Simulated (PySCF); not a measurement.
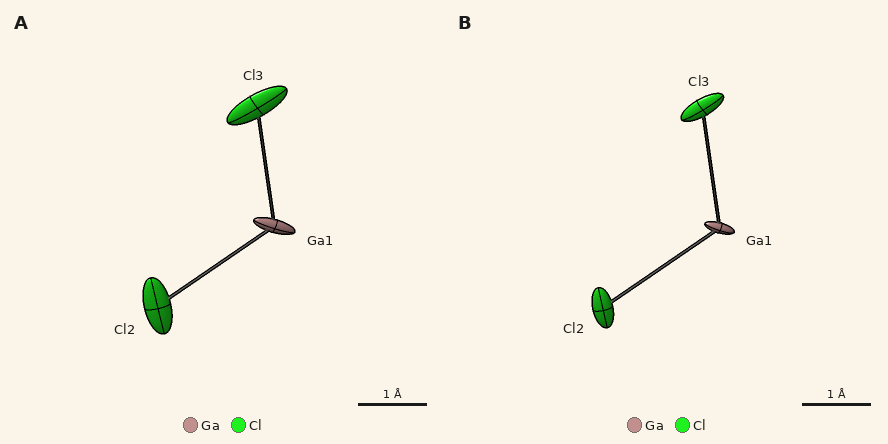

Displacement ellipsoids at the 50 % level, scaled by 3, from the internal vibrations of the free molecule (harmonic, no overall translation or rotation; no half-axis is drawn under 0.075 Å). State: neutral, doublet. Vibrations computed with UKS-based B3LYP, Ga def2-TZVP, Cl def2-TZVP; non-relativistic; density fitting (PySCF 2.14.0). One panel is for 298 K, the other for 600 K.

### Which panel is for 600 K?

A.

### How much does the mean-square displacement of Cl2 grow, and why?

U_eq goes from 0.0024 to 0.0047 Å², a factor of 1.9. Modes below kT (417 cm⁻¹ at 600 K) grow about in proportion to T, and the lowest lies at 110 cm⁻¹; the mean-square amplitude of a mode is its zero-point value times coth(ħω/2kT), which comes close to 1 only above about 3kT.
